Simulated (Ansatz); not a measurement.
```yaml
crystal:
  lattice:
    - [5.05244, 0.00000, 0.00000]
    - [0.00000, 5.05244, 0.00000]
    - [0.00000, 0.00000, 10.03679]
  atoms:
    - { symbol: B, position: [0.00000, 0.50000, 0.25000] }
    - { symbol: B, position: [0.50000, 0.00000, 0.75000] }
    - { symbol: As, position: [0.22532, 0.77468, 0.36650] }
    - { symbol: As, position: [0.72532, 0.27468, 0.86650] }
    - { symbol: B, position: [0.00000, 0.00000, 0.50000] }
    - { symbol: B, position: [0.50000, 0.50000, 0.00000] }
    - { symbol: As, position: [0.22532, 0.22532, 0.63350] }
    - { symbol: As, position: [0.72532, 0.72532, 0.13350] }
    - { symbol: B, position: [0.50000, 0.00000, 0.25000] }
    - { symbol: B, position: [0.00000, 0.50000, 0.75000] }
    - { symbol: As, position: [0.77468, 0.22532, 0.36650] }
    - { symbol: As, position: [0.27468, 0.72532, 0.86650] }
    - { symbol: Ga, position: [0.00000, 0.00000, 0.00000] }
    - { symbol: Ga, position: [0.50000, 0.50000, 0.50000] }
    - { symbol: As, position: [0.27468, 0.27468, 0.13350] }
    - { symbol: As, position: [0.77468, 0.77468, 0.63350] }
```

Space group I-42m; started from the ordered alloy on zincblende lattice prototype, which need not be the ambient phase.

The calculation used Ansatz 0.2.0, DFT, PBE, plane waves, PAW.

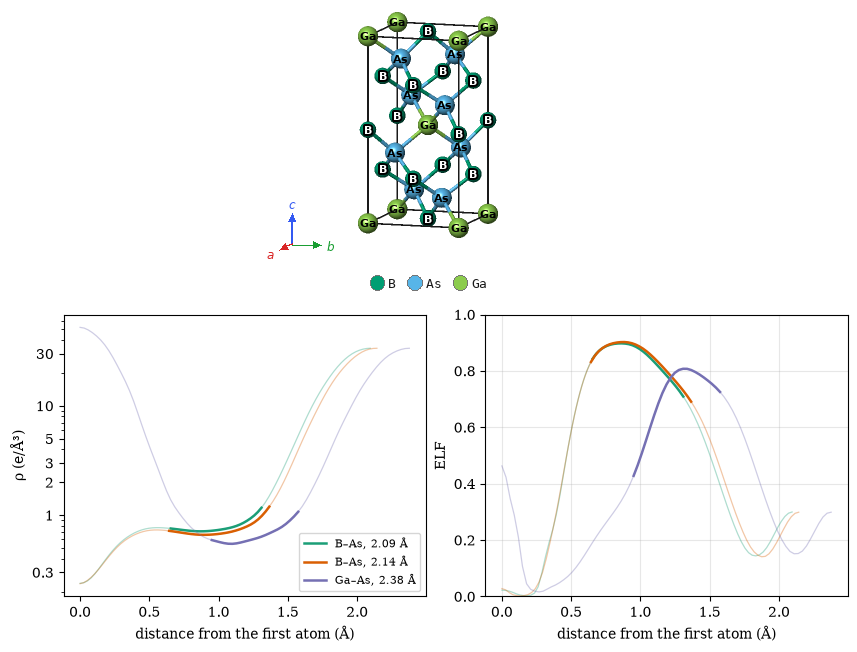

GaB3As4. Valence electron density and electron localisation function along straight lines between neighbouring atoms. Thin, pale parts lie inside the atomic spheres. The structure is drawn too.

Core electrons are frozen (PAW), and the valence fields are smoothed inside the atomic spheres.

What kind of bonding do the profiles show?

Answer. B–As (2.09 Å): ρ at the midpoint is about 0.75 e/Å³; the ELF peaks at about 0.90 between the atoms; a shared electron pair.
B–As (2.14 Å): the density is about 0.7 e/Å³ at the midpoint; the ELF peaks at about 0.90 between the atoms; a covalent bond.
Ga–As (2.38 Å): ρ is about 0.57 e/Å³ halfway; the ELF peaks at about 0.80 between the atoms; a shared electron pair.
